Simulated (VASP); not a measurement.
# In2Pt3 with PBEsol: from relaxation to properties, part 3 of 6

Aim: relax In2Pt3, then compute properties on the relaxed cell. The start is a computed cell from the Materials Project.

VASP 6.6.1; PBEsol; plane waves and PAW (In_d, Pt).

Still holding for the runs below: The k-mesh is coarse for a metal.

So far. Step 2 (Full relaxation (PBEsol)): It ends with a largest force of 0.004 eV/Å and a pressure of -0.03 GPa. Step 3 (Second relaxation): It ends with a largest force of 0.002 eV/Å and a pressure of 0.00 GPa. The volume moved by only 0.04 %, so the volume is settled.

## (4) Single point with fields (PBEsol)

The relaxed cell gets a fresh self-consistent run, on a basis set for its own volume, to fix the density and to check the remaining stress.

INCAR

```
SYSTEM = In2Pt3
PREC = Accurate
ENCUT = 400
EDIFF = 1E-06
NELM = 100
ISMEAR = 1
SIGMA = 0.2
LREAL = .FALSE.
ALGO = Normal
GGA = PS
NBANDS = 138
LASPH = .TRUE.
LORBIT = 11
LWAVE = .FALSE.
LCHARG = .TRUE.
NCORE = 2
ISIF = 2
LELF = .TRUE.
LVHAR = .TRUE.
```

POSCAR

```
In2Pt3
1.0
    5.5731103376      0.0000000000      0.0000000000
   -2.7865551688      4.8264551304      0.0000000000
    0.0000000000      0.0000000000     13.7747212396
In Pt
8 12
Direct
    0.0000000000      0.0000000000      0.2500000000
    0.0000000000      0.0000000000      0.7500000000
    0.3333333300      0.6666666700      0.2500000000
    0.6666666700      0.3333333300      0.7500000000
    0.3333333300      0.6666666700      0.9160549550
    0.3333333300      0.6666666700      0.5839450450
    0.6666666700      0.3333333300      0.0839450450
    0.6666666700      0.3333333300      0.4160549550
    0.1657347159      0.3314694418      0.0895791287
    0.6685305582      0.8342652841      0.0895791287
    0.1657347159      0.8342652841      0.0895791287
    0.6685305582      0.8342652841      0.4104208713
    0.1657347159      0.3314694418      0.4104208713
    0.1657347159      0.8342652841      0.4104208713
    0.8342652841      0.6685305582      0.9104208713
    0.3314694418      0.1657347159      0.9104208713
    0.8342652841      0.1657347159      0.9104208713
    0.3314694418      0.1657347159      0.5895791287
    0.8342652841      0.6685305582      0.5895791287
    0.8342652841      0.1657347159      0.5895791287
```

KPOINTS

```
Automatic mesh
0
Gamma
4 4 2
0 0 0
```

The projector-augmented-wave data sets are In_d and Pt (PBE family, release 64).

The run is started by

```bash
$ mpirun -np 8 vasp_std
```

What it wrote:

```text
[banner, memory and clock lines left out]
running    8 mpi-ranks, on    1 nodes
 distrk:  each k-point on    8 cores,    1 groups
 distr:  one band on    2 cores,    4 groups

 POSCAR found type information on POSCAR InPt
 POSCAR found :  2 types and      20 ions
 [... a notice as in an earlier step ...]

 [... a notice as in an earlier step ...]

 LDA part: xc-table for (Slater+PW92), standard interpolation
|                                                                             |
|           W    W    AA    RRRRR   N    N  II  N    N   GGGG   !!!           |
|           W    W   A  A   R    R  NN   N  II  NN   N  G    G  !!!           |
|           W    W  A    A  R    R  N N  N  II  N N  N  G       !!!           |
|           W WW W  AAAAAA  RRRRR   N  N N  II  N  N N  G  GGG   !            |
|           WW  WW  A    A  R   R   N   NN  II  N   NN  G    G                |
|           W    W  A    A  R    R  N    N  II  N    N   GGGG   !!!           |
|                                                                             |
|     The number of bands has been changed from the values supplied in        |
|     The orbitals not found in the WAVECAR file will be initialized with     |
|     random numbers, which is usually adequate. For correlated               |
|     calculations, however, you should redo the groundstate calculation.     |
|     I found NBANDS = 138. Now, NBANDS = 140.                                |
|                                                                             |

 POSCAR, INCAR and KPOINTS ok, starting setup
 FFT: planning ... GRIDC
 FFT: planning ... GRID_SOFT
 FFT: planning ... GRID
 WAVECAR not read
 entering main loop
       N       E                     dE             d eps       ncg     rms          rms(c)
DAV:   1     0.264892666930E+04    0.26489E+04   -0.79603E+04  2240   0.176E+03
DAV:   2     0.382040111721E+03   -0.22669E+04   -0.21586E+04  2296   0.514E+02
DAV:   3    -0.774796567377E+02   -0.45952E+03   -0.41092E+03  2300   0.215E+02
DAV:   4    -0.121039599041E+03   -0.43560E+02   -0.41094E+02  2848   0.691E+01
DAV:   5    -0.122417131183E+03   -0.13775E+01   -0.13691E+01  3128   0.115E+01    0.349E+01
DAV:   6    -0.118129052583E+03    0.42881E+01   -0.11438E+01  2440   0.122E+01    0.160E+01
DAV:   7    -0.117311219720E+03    0.81783E+00   -0.15088E+00  3088   0.870E+00    0.581E+00
DAV:   8    -0.117235171991E+03    0.76048E-01   -0.54805E-01  2712   0.371E+00    0.135E+00
DAV:   9    -0.117230357446E+03    0.48145E-02   -0.59366E-02  3160   0.138E+00    0.872E-01
DAV:  10    -0.117229299274E+03    0.10582E-02   -0.94510E-03  2808   0.439E-01    0.254E-01
DAV:  11    -0.117229443231E+03   -0.14396E-03   -0.12629E-03  2416   0.194E-01    0.615E-02
DAV:  12    -0.117229448076E+03   -0.48445E-05   -0.16253E-04  3212   0.966E-02    0.300E-02
DAV:  13    -0.117229450797E+03   -0.27213E-05   -0.21922E-05  3168   0.206E-02    0.124E-02
DAV:  14    -0.117229452693E+03   -0.18956E-05   -0.38400E-06  1880   0.765E-03    0.424E-03
DAV:  15    -0.117229453017E+03   -0.32385E-06   -0.42080E-07  1536   0.431E-03
   1 F= -.11722945E+03 E0= -.11723188E+03  d E =0.726765E-02
```

It took 39 s on 8 MPI ranks of AMD EPYC 9R45, shared host; peak memory 1.2 GiB; 4.5 min of CPU time.

From OUTCAR (step 4):

```text
  LATTYP: Found a hexagonal cell.
 ALAT       =     5.5731103376
 C/A-ratio  =     2.4716397855

 Found      8 irreducible k-points:

   k-points           NKPTS =      8   k-points in BZ     NKDIM =      8   number of bands    NBANDS=    140

   ENCUT  =  400.0 eV  29.40 Ry    5.42 a.u.   9.09  9.09 22.46*2*pi/ulx,y,z

   NELECT =     224.0000    total number of electrons

 E-fermi :   9.4320

 k-point     1 :       0.0000    0.0000    0.0000
  band No.  band energies     occupation
    ...
    107       8.8261      2.00016
    108       9.0290      2.01521
    109       9.0290      2.01521
    110       9.3385      1.70371
    111       9.3385      1.70371
    112       9.5720      0.08044
    113       9.6705     -0.07058
    114       9.6712     -0.07065
    115       9.7538     -0.04530
    116       9.7547     -0.04490
    ...

 k-point     2 :       0.2500    0.0000    0.0000
  band No.  band energies     occupation
    ...
    108       8.5445      2.00000
    109       8.6704      2.00000
    110       8.8130      2.00011
    111       8.9062      2.00128
    112       9.0793      2.03174
    113       9.9278     -0.00255
    114      10.0278     -0.00021
    115      10.4331     -0.00000
    116      10.6106     -0.00000
    117      10.6582     -0.00000
    ...

  Total       -0.0160044     -0.0160044      0.0166812      0.0000000      0.0000000      0.0000000
  in kB       -0.0692057     -0.0692057      0.0721324      0.0000000      0.0000000      0.0000000
  external PRESSURE =      -0.0220930 kB  Pullay stress =       0.0000000 kB

  energy-cutoff  :      400.00
  volume of cell :      370.52
      direct lattice vectors                 reciprocal lattice vectors
     5.573110338  0.000000000  0.000000000     0.179433017  0.103595700  0.000000000
    -2.786555169  4.826455130  0.000000000     0.000000000  0.207191401  0.000000000
     0.000000000  0.000000000 13.774721240     0.000000000  0.000000000  0.072596750

 POSITION                                       TOTAL-FORCE (eV/Angst)
 -----------------------------------------------------------------------------------
      0.00000      0.00000      3.44368         0.000000      0.000000      0.000000
      0.00000      0.00000     10.33104         0.000000      0.000000      0.000000
     -0.00000      3.21764      3.44368         0.000000      0.000000      0.000000
      2.78656      1.60882     10.33104         0.000000      0.000000      0.000000
     -0.00000      3.21764     12.61840         0.000000      0.000000     -0.001498
     -0.00000      3.21764      8.04368         0.000000      0.000000      0.001498
      2.78656      1.60882      1.15632         0.000000      0.000000      0.001498
      2.78656      1.60882      5.73104         0.000000      0.000000     -0.001498
     -0.00000      1.59982      1.23393         0.000000     -0.001399     -0.002118
      1.40107      4.02654      1.23393         0.001212      0.000700     -0.002118
     -1.40107      4.02654      1.23393        -0.001212      0.000700     -0.002118
      1.40107      4.02654      5.65343         0.001212      0.000700      0.002118
     -0.00000      1.59982      5.65343         0.000000     -0.001399      0.002118
     -1.40107      4.02654      5.65343        -0.001212      0.000700      0.002118
      2.78656      3.22663     12.54079         0.000000      0.001399      0.002118
      1.38549      0.79991     12.54079        -0.001212     -0.000700      0.002118
      4.18762      0.79991     12.54079         0.001212     -0.000700      0.002118
      1.38549      0.79991      8.12129        -0.001212     -0.000700     -0.002118
      2.78656      3.22663      8.12129         0.000000      0.001399     -0.002118
      4.18762      0.79991      8.12129         0.001212     -0.000700     -0.002118
 -----------------------------------------------------------------------------------
    total drift:                               -0.000000      0.000000     -0.000000

  FREE ENERGIE OF THE ION-ELECTRON SYSTEM (eV)
  ---------------------------------------------------
  free  energy   TOTEN  =      -117.2294530168 eV

  energy  without entropy=     -117.2367206631  energy(sigma->0) =     -117.23187557

 total charge
# of ion       s       p       d       tot
------------------------------------------
    1        0.860   0.713   9.933  11.506
    2        0.860   0.713   9.933  11.506
    3        0.835   0.743   9.923  11.501
    4        0.835   0.743   9.923  11.501
    5        0.835   0.707   9.933  11.474
    6        0.835   0.707   9.933  11.474
    7        0.835   0.707   9.933  11.474
    8        0.835   0.707   9.933  11.474
    9        0.634   0.560   8.150   9.344
   10        0.634   0.560   8.150   9.344
   11        0.634   0.560   8.150   9.344
   12        0.634   0.560   8.150   9.344
   13        0.634   0.560   8.150   9.344
   14        0.634   0.560   8.150   9.344
   15        0.634   0.560   8.150   9.344
   16        0.634   0.560   8.150   9.344
   17        0.634   0.560   8.150   9.344
   18        0.634   0.560   8.150   9.344
   19        0.634   0.560   8.150   9.344
   20        0.634   0.560   8.150   9.344
--------------------------------------------------
tot         14.336  12.459 177.249 204.045

[... 4 parts as in an earlier step ...]

[... 6 further parts left out ...]
```

This step gave:

| Item | Value |
| --- | --- |
| SCF cycles | 15 |
| bands | 140 |
| pressure | -0.002209 GPa |

Valence electrons inside each PAW sphere by angular momentum. Sphere charges, by row:

```tsv
atom	s (e)	p (e)	d (e)	tot (e)
In1	0.86	0.713	9.933	11.51
In2	0.86	0.713	9.933	11.51
In3	0.835	0.743	9.923	11.5
In4	0.835	0.743	9.923	11.5
In5	0.835	0.707	9.933	11.47
In6	0.835	0.707	9.933	11.47
In7	0.835	0.707	9.933	11.47
In8	0.835	0.707	9.933	11.47
Pt9	0.634	0.56	8.15	9.344
Pt10	0.634	0.56	8.15	9.344
Pt11	0.634	0.56	8.15	9.344
Pt12	0.634	0.56	8.15	9.344
Pt13	0.634	0.56	8.15	9.344
Pt14	0.634	0.56	8.15	9.344
Pt15	0.634	0.56	8.15	9.344
Pt16	0.634	0.56	8.15	9.344
Pt17	0.634	0.56	8.15	9.344
Pt18	0.634	0.56	8.15	9.344
Pt19	0.634	0.56	8.15	9.344
Pt20	0.634	0.56	8.15	9.344
```

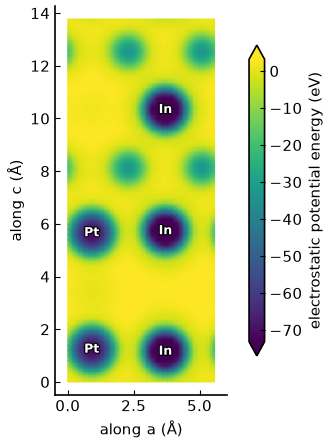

Electrostatic potential energy in the ac plane at fractional y = 0.331, with atoms of In and Pt within 0.2 Å of it. With pseudopotentials it is smooth inside the atoms' cores, unlike the true potential.

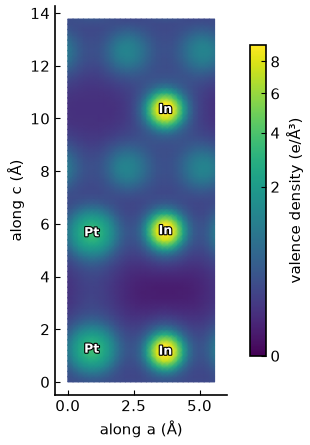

Valence density in the ac plane at fractional y = 0.331, with atoms of In and Pt within 0.2 Å of it. It is the smooth field of the valence electrons, not physical close to the nuclei. The colour scale is stretched toward low values.

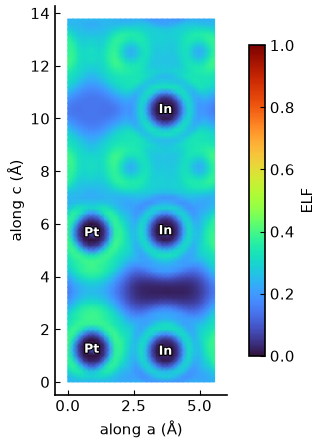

ELF in the ac plane at fractional y = 0.331, with atoms of In and Pt within 0.2 Å of it. It is the smooth field of the valence electrons, not physical close to the nuclei.

In this run the pressure is 0.00 GPa, small enough to go on.

## (5) Band structure (PBEsol)

The mesh alone shows little of the dispersion and can miss band extrema, so KPOINTS_OPT adds a path through the symmetry points after the self-consistent cycle.

INCAR

```
SYSTEM = In2Pt3
PREC = Accurate
ENCUT = 400
EDIFF = 1E-06
NELM = 100
ISMEAR = 1
SIGMA = 0.2
LREAL = .FALSE.
ALGO = Normal
GGA = PS
NBANDS = 162
LASPH = .TRUE.
LORBIT = 11
LWAVE = .FALSE.
LCHARG = .FALSE.
KPAR = 4
NCORE = 2
```

POSCAR is that of step 4.

KPOINTS is that of step 4.

KPOINTS_OPT

```
Line mode
12
Line-mode
Reciprocal
  0.00000000   0.00000000   0.00000000 GAMMA
  0.50000000   0.00000000   0.00000000 M

  0.50000000   0.00000000   0.00000000 M
  0.33333333   0.33333333   0.00000000 K

  0.33333333   0.33333333   0.00000000 K
  0.00000000   0.00000000   0.00000000 GAMMA

  0.00000000   0.00000000   0.00000000 GAMMA
  0.00000000   0.00000000   0.50000000 A

  0.00000000   0.00000000   0.50000000 A
  0.50000000   0.00000000   0.50000000 L

  0.50000000   0.00000000   0.50000000 L
  0.33333333   0.33333333   0.50000000 H

  0.33333333   0.33333333   0.50000000 H
  0.00000000   0.00000000   0.50000000 A

  0.50000000   0.00000000   0.50000000 L
  0.50000000   0.00000000   0.00000000 M

  0.33333333   0.33333333   0.00000000 K
  0.33333333   0.33333333   0.50000000 H
```

The run is started by

```bash
$ mpirun -np 8 vasp_std
```

What it wrote:

```text
[... set-up lines as in an earlier step ...]
 entering main loop
       N       E                     dE             d eps       ncg     rms          rms(c)
DAV:   1     0.247279073367E+04    0.24728E+04   -0.76911E+04  2632   0.152E+03
DAV:   2     0.336070819113E+03   -0.21367E+04   -0.19698E+04  2648   0.438E+02
DAV:   3    -0.896753623456E+02   -0.42575E+03   -0.37340E+03  2658   0.181E+02
DAV:   4    -0.121354746186E+03   -0.31679E+02   -0.30585E+02  3104   0.580E+01
DAV:   5    -0.122406294832E+03   -0.10515E+01   -0.10492E+01  3432   0.948E+00    0.348E+01
DAV:   6    -0.118143243231E+03    0.42631E+01   -0.93050E+00  2872   0.106E+01    0.161E+01
DAV:   7    -0.117323904607E+03    0.81934E+00   -0.11300E+00  3624   0.813E+00    0.585E+00
DAV:   8    -0.117235801027E+03    0.88104E-01   -0.50052E-01  3168   0.327E+00    0.137E+00
DAV:   9    -0.117229849962E+03    0.59511E-02   -0.62074E-02  3696   0.123E+00    0.655E-01
DAV:  10    -0.117229303103E+03    0.54686E-03   -0.70482E-03  3632   0.340E-01    0.237E-01
DAV:  11    -0.117229445290E+03   -0.14219E-03   -0.88762E-04  3040   0.148E-01    0.557E-02
DAV:  12    -0.117229446237E+03   -0.94713E-06   -0.98052E-05  3744   0.702E-02    0.253E-02
DAV:  13    -0.117229451051E+03   -0.48137E-05   -0.19056E-05  3328   0.159E-02    0.127E-02
DAV:  14    -0.117229452804E+03   -0.17526E-05   -0.33328E-06  2440   0.856E-03    0.313E-03
DAV:  15    -0.117229452941E+03   -0.13776E-06   -0.54267E-07  1768   0.514E-03
   1 F= -.11722945E+03 E0= -.11723188E+03  d E =0.726796E-02
 Start KPOINTS_OPT (optional k-point list driver)
k-point batch [1-8\108]
       N       E                     dE             ncg
DAV:   1     0.247355641135E+05    0.15590E+05     2624
DAV:   2     0.740508832117E+04   -0.17330E+05     2696
DAV:   3     0.405022878949E+04   -0.33549E+04     2638
DAV:   4     0.380888341735E+04   -0.24135E+03     3032
DAV:   5     0.380028245934E+04   -0.86010E+01     3472
DAV:   6     0.379989655633E+04   -0.38590E+00     3920
DAV:   7     0.379988985527E+04   -0.67011E-02     3824
DAV:   8     0.379988961402E+04   -0.24125E-03     3912
DAV:   9     0.379988960397E+04   -0.10049E-04     3320
DAV:  10     0.379988960372E+04   -0.25776E-06     1824
[...]
k-point batch [105-108\108]
       N       E                     dE             ncg
DAV:   1     0.313223554963E+05   -0.65173E+04     1296
DAV:   2     0.225538104969E+05   -0.87685E+04     1336
DAV:   3     0.208123604069E+05   -0.17415E+04     1302
DAV:   4     0.206885836065E+05   -0.12378E+03     1576
DAV:   5     0.206842470287E+05   -0.43366E+01     1736
DAV:   6     0.206840176496E+05   -0.22938E+00     1984
DAV:   7     0.206840144030E+05   -0.32466E-02     1960
DAV:   8     0.206840143015E+05   -0.10146E-03     2000
DAV:   9     0.206840142975E+05   -0.39664E-05     1632
DAV:  10     0.206840142974E+05   -0.17348E-06      944
```

Run time: 5.8 min. Hardware: 8 MPI ranks; peak memory 3.4 GiB; 41 min of CPU time.

From OUTCAR (step 5):

```text
   k-points           NKPTS =      8   k-points in BZ     NKDIM =      8   number of bands    NBANDS=    162

   NELECT =     224.0000    total number of electrons

 E-fermi :   9.4320

 k-point     1 :       0.0000    0.0000    0.0000
  band No.  band energies     occupation
    ...
    107       8.8261      2.00016
    108       9.0290      2.01521
    109       9.0290      2.01521
    110       9.3385      1.70369
    111       9.3385      1.70369
    112       9.5720      0.08041
    113       9.6705     -0.07058
    114       9.6712     -0.07065
    115       9.7538     -0.04530
    116       9.7547     -0.04490
    ...

  Total       -0.0132379     -0.0132379      0.0187746      0.0000000      0.0000000      0.0000000
  in kB       -0.0572427     -0.0572427      0.0811844      0.0000000      0.0000000      0.0000000
  external PRESSURE =      -0.0111003 kB  Pullay stress =       0.0000000 kB

 POSITION                                       TOTAL-FORCE (eV/Angst)
 -----------------------------------------------------------------------------------
      0.00000      0.00000      3.44368        -0.000000      0.000000     -0.000000
      0.00000      0.00000     10.33104        -0.000000      0.000000     -0.000000
     -0.00000      3.21764      3.44368        -0.000000      0.000000     -0.000000
      2.78656      1.60882     10.33104        -0.000000      0.000000     -0.000000
     -0.00000      3.21764     12.61840        -0.000000      0.000000     -0.001657
     -0.00000      3.21764      8.04368        -0.000000      0.000000      0.001657
      2.78656      1.60882      1.15632        -0.000000      0.000000      0.001657
      2.78656      1.60882      5.73104        -0.000000      0.000000     -0.001657
     -0.00000      1.59982      1.23393        -0.000000     -0.001457     -0.002351
      1.40107      4.02654      1.23393         0.001262      0.000728     -0.002351
     -1.40107      4.02654      1.23393        -0.001262      0.000728     -0.002351
      1.40107      4.02654      5.65343         0.001262      0.000728      0.002351
     -0.00000      1.59982      5.65343        -0.000000     -0.001457      0.002351
     -1.40107      4.02654      5.65343        -0.001262      0.000728      0.002351
      2.78656      3.22663     12.54079         0.000000      0.001457      0.002351
      1.38549      0.79991     12.54079        -0.001262     -0.000728      0.002351
      4.18762      0.79991     12.54079         0.001262     -0.000728      0.002351
      1.38549      0.79991      8.12129        -0.001262     -0.000728     -0.002351
      2.78656      3.22663      8.12129         0.000000      0.001457     -0.002351
      4.18762      0.79991      8.12129         0.001262     -0.000728     -0.002351
 -----------------------------------------------------------------------------------
    total drift:                               -0.000000      0.000000     -0.000000

  FREE ENERGIE OF THE ION-ELECTRON SYSTEM (eV)
  ---------------------------------------------------
  free  energy   TOTEN  =      -117.2294529415 eV

  energy  without entropy=     -117.2367209027  energy(sigma->0) =     -117.23187560

[... 13 parts as in an earlier step ...]

[... 3 further parts left out ...]
```

Spin-orbit coupling is off here; with elements this heavy it splits and shifts levels by tenths of an eV or more.

This step gave:

```yaml
bands: 162
pressure: -0.001110 GPa
```

The electronic bands at the labelled points (eV, zero at the Fermi level; # counts the bands kept, so #1 is VASP's band 41):

```tsv
point	#69	#70	#71	#72	#73	#74	#75	#76
Γ	-0.40	-0.09	-0.09	0.14	0.24	0.24	0.32	0.32
M	-0.77	-0.70	-0.62	-0.55	0.75	0.89	1.04	1.13
K	-1.03	-0.78	-0.78	-0.60	-0.48	0.73	0.73	2.01
Γ	-0.40	-0.09	-0.09	0.14	0.24	0.24	0.32	0.32
A	-0.23	-0.23	0.24	0.24	0.32	0.32	0.42	0.42
L	-0.83	-0.83	-0.01	-0.01	0.82	0.82	1.00	1.00
H	-0.99	-0.99	-0.90	-0.90	1.11	1.11	1.37	1.37
A	-0.23	-0.23	0.24	0.24	0.32	0.32	0.42	0.42
jump to L	-0.83	-0.83	-0.01	-0.01	0.82	0.82	1.00	1.00
M	-0.77	-0.70	-0.62	-0.55	0.75	0.89	1.04	1.13
jump to K	-1.03	-0.78	-0.78	-0.60	-0.48	0.73	0.73	2.01
H	-0.99	-0.99	-0.90	-0.90	1.11	1.11	1.37	1.37
```

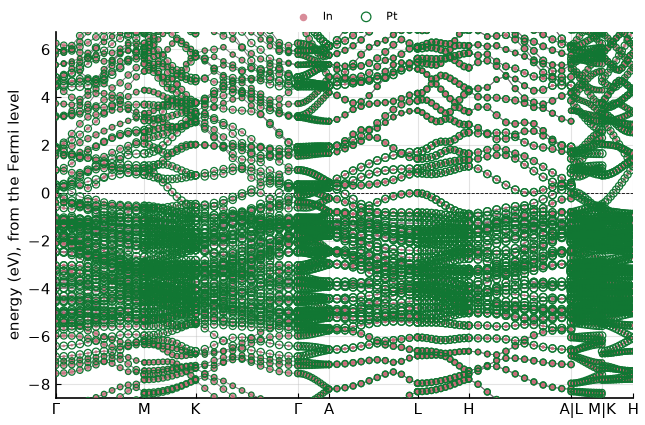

Electronic bands along the path; dots are coloured as in the legend, and their area grows with the weight.

There is no gap at this level.

[end of part 3 of 6]

[Lines on the potential files, build, host, timing and source positions are cut from VASP's logs without a mark.]

[Logs are printed without paths, hosts, clocks, repeated set-up lines and the standing remarks that a program may print on its own settings, such as how far it seeks lower states.]

[Hosts, paths, dates, database ids (printed as entryN), source tags and the programs' standing remarks are cut or masked in the printed files.]

[A measured line is paired with the nearest computed mode of its activity, which favours agreement.]
